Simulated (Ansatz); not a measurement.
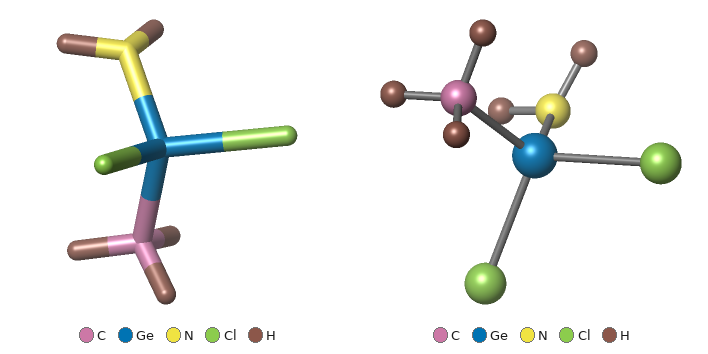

The same structure drawn twice, from different directions.

Identify the structure.

Formula CH₅Cl₂GeN. As SMILES it reads `[CH3][Ge]([NH2])([Cl])[Cl]`. This geometry has Cs symmetry. Coordination, clear cases only: 1 C tetrahedral; 1 Ge tetrahedral.

The parts below concern this one geometry. Atoms keep their numbers from picture to picture. The computed structure is the end point of a PBE0-D4/def2-TZVP optimisation.

### Shape

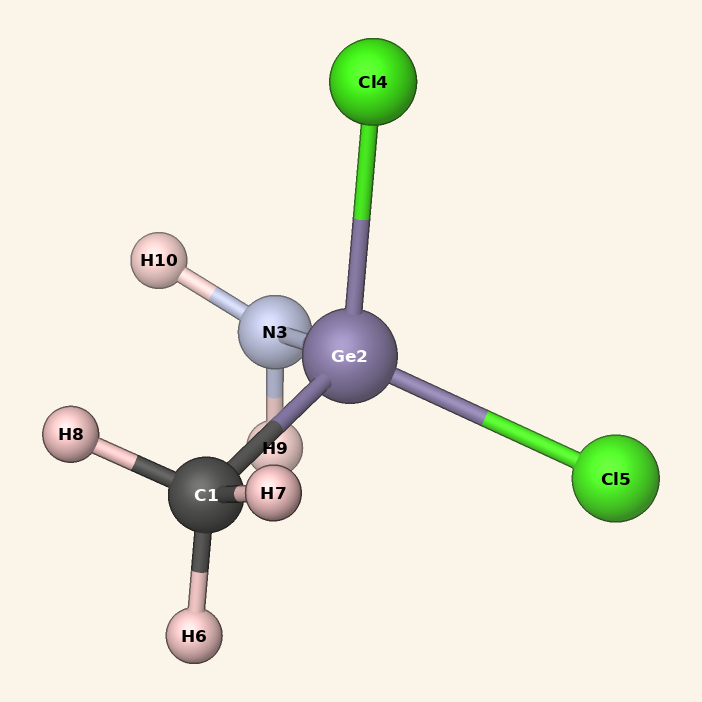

N3 lies behind Ge2. The molecule seen a little off the Ge2–N3 bond, Ge2 in front. Distant atoms are faded towards the background colour.

**What is the torsion angle Cl4–Ge2–N3–H9? The sign is positive where the front bond must turn clockwise to cover the back bond.**

171°, antiperiplanar (anti).

### Levels of theory compared

Program: Ansatz 0.2.0.

Tabulate HOMO energy (eV), dipole (D), HOMO–LUMO gap (eV) at these levels: B3LYP-D4/def2-TZVPP; PBE-D4/def2-TZVPP; r2SCAN-D4/def2-TZVPP; ωB97M-V/def2-TZVPP.

```csv
level,HOMO energy (eV),dipole (D),HOMO–LUMO gap (eV)
B3LYP-D4/def2-TZVPP,−7.65,3.62,7.20
PBE-D4/def2-TZVPP,−6.44,3.54,5.32
r2SCAN-D4/def2-TZVPP,−6.78,3.65,6.00
ωB97M-V/def2-TZVPP,−10.26,3.62,11.96
```

### Vibrations

Harmonic vibrations computed with RKS PBE0-D4/def2-TZVP (Ansatz 0.2.0) at a stationary point of the same level.

**How many vibrational modes are there, and where do they lie?**

24 modes: 44, 130, 135, 171, 179, 212, 228, 401, 424, 432, 616, 727, 803, 813, 889, 1263, 1443, 1449, 1563, 3069, 3166, 3173, 3573, 3679 cm⁻¹.

### Charges

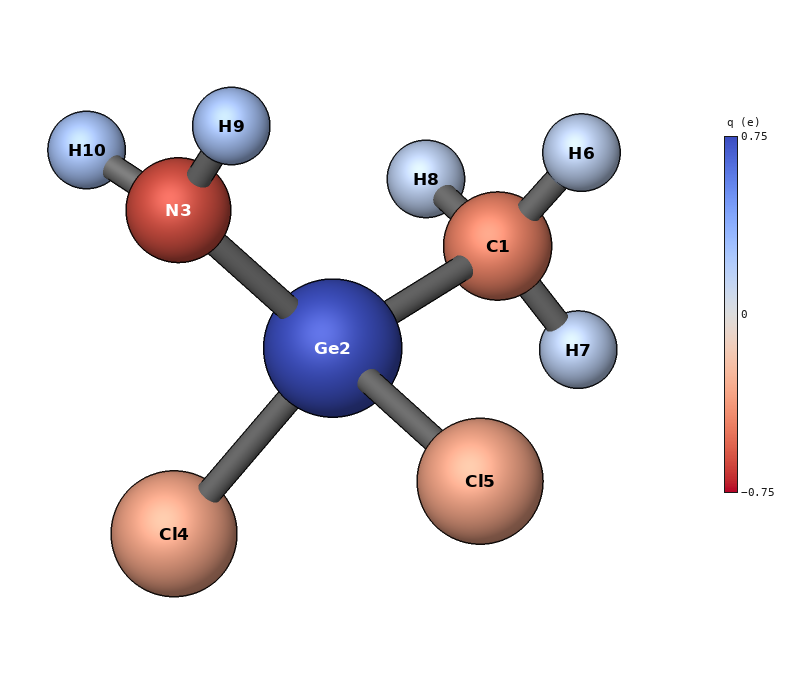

Atoms are coloured by their Mulliken charges. Properties computed with RKS PBE0-D4/def2-TZVP (Ansatz 0.2.0).

List the Mulliken charges.

```csv
atom,value (e)
C1,−0.45
Ge2,0.74
N3,−0.61
Cl4,−0.32
Cl5,−0.32
H6,0.15
H7,0.16
H8,0.15
H9,0.24
H10,0.24
```

Mulliken values depend strongly on the basis set and can even reverse the polarity of a bond.
